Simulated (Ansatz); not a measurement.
# FH4PSi···H2: what the fields show

Input

```
crystal:
  periodic: [false, false, false]
  atoms:
    - { symbol: Si, position_ang: [0.0, 0.0, 0.0] }
    - { symbol: H, position_ang: [0.0, 0.0, 1.81] }
    - { symbol: H, position_ang: [1.3768, 0.0, -0.4862] }
    - { symbol: H, position_ang: [-0.6877, 1.1914, -0.4862] }
    - { symbol: F, position_ang: [-0.7489, -1.2974, -0.5295] }
    - { symbol: P, position_ang: [-2.3535, 0.0, 0.782] }
    - { symbol: H, position_ang: [-3.1199, -0.8853, -0.0213] }
    - { symbol: H, position_ang: [-2.4033, -0.4268, 2.1354] }
    - { symbol: H, position_ang: [-0.9491, 0.0, 1.8858] }
basis:
  gaussian: { orbitals: def2-SVP }
hamiltonian:
  xc: pbe
relax:
  f_tol: 0.15
  max_steps: 25
  restrain:
    - { distance: [0, 5], at: 2.18, k: 30.0 }
    - { distance: [8, 1], at: 0.66, k: 30.0 }
    - { distance: [0, 1], at: 2.66, k: 30.0 }
    - { distance: [8, 5], at: 2.62, k: 30.0 }
output:
  orbitals: {}
```

Command:

```sh
ansatz run input.yaml --threads 1 --pin off --max-ram 2048MiB --backend cpu --events-out ev --progress --plain --runs-dir out
```

The fields are those of the run's last geometry, not of the input's.

Not at a stationary point (largest force 1.9 eV/Å).

The calculation used RKS PBE/def2-SVP in Ansatz.

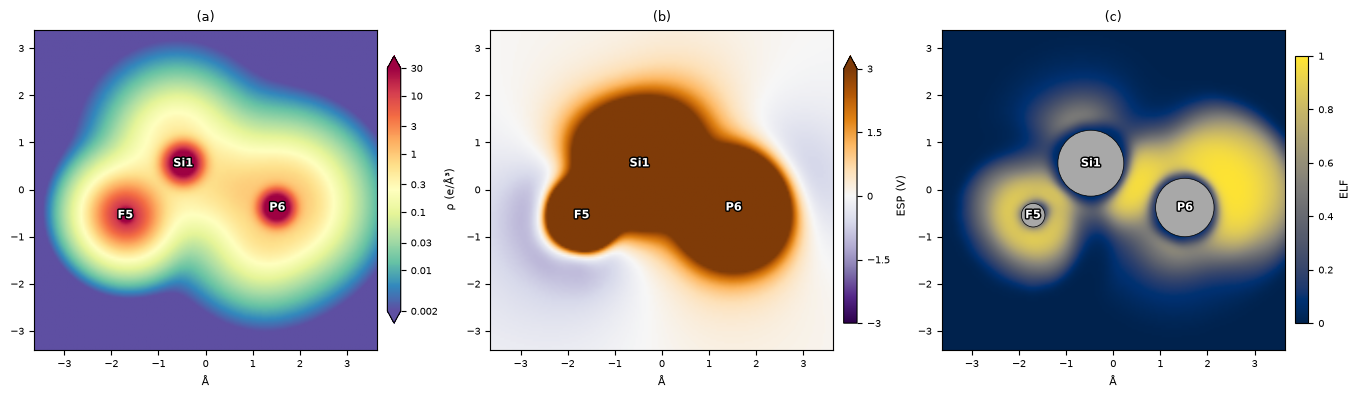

Figure 1. (a) electron density; (b) electrostatic potential; (c) ELF on the plane of atoms F5, Si1 and P6. Grey discs cover the atomic cores in the ELF map.

What do the fields say about this system?

The plane passes through Si, F and P nuclei. Si–F (1.65 Å): ρ is about 0.95 e/Å³ halfway; the ELF peaks at about 0.85 in the valence shell of F, 0.6 Å from its nucleus, and is about 0.45 at the midpoint. Si–P (2.20 Å): ρ at the midpoint is about 0.78 e/Å³; the ELF peaks at about 0.95 between the atoms (localised, covalent bonding). The ELF also peaks beside F5 and P6, away from the bonds: lone-pair regions. Outside the dense part of the complex the potential is most negative (−1.0 V) near F5.

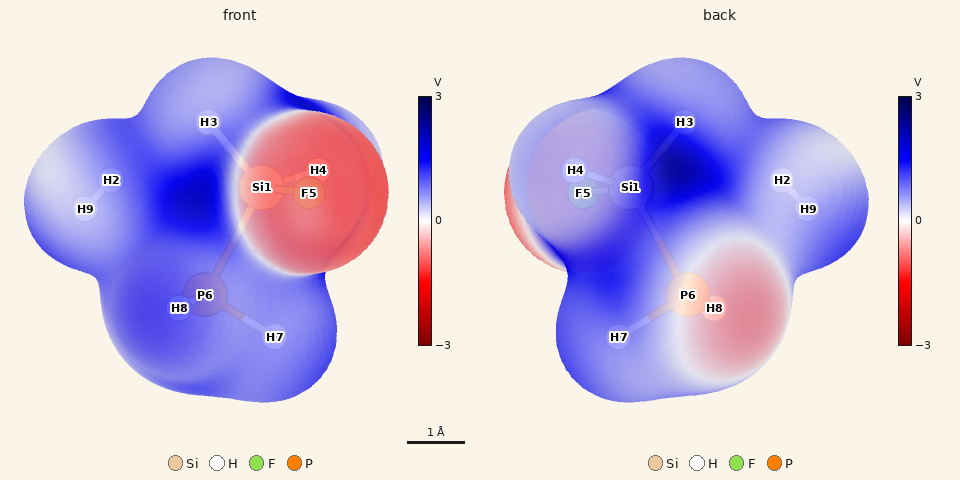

Figure 2. The electrostatic potential painted on the density surface at 0.004 e/bohr³, seen from the front and from behind; the colour scale runs from red (negative) to blue (positive).

Where is the surface potential most negative and most positive?

The most negative region (about −1.0 V, or −23 kcal/mol for a unit charge) lies over F5, the most positive (about +2.2 V, or +51 kcal/mol for a unit charge) over Si1.

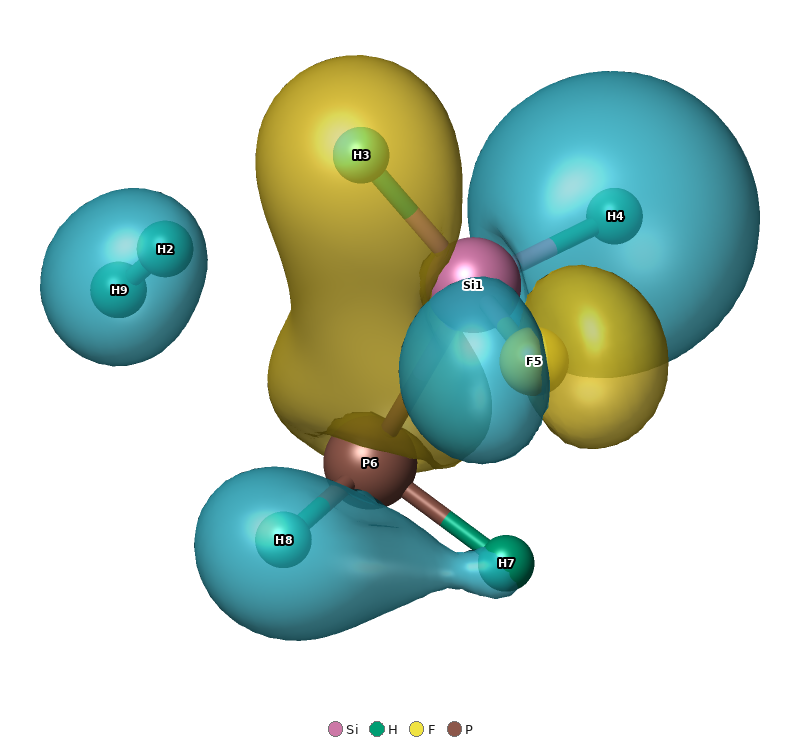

Figure 3. The HOMO−1 at ±0.08 Å⁻³ᐟ² (yellow and cyan are the two phases), seen at an oblique angle.

What is the character of this orbital?

By Hirshfeld shares it lies mainly on H4 (about 25 %), Si1 (about 25 %), F5 (about 20 %), P6 (about 10 %) and H3 (about 5 %). Its energy is −7.95 eV.
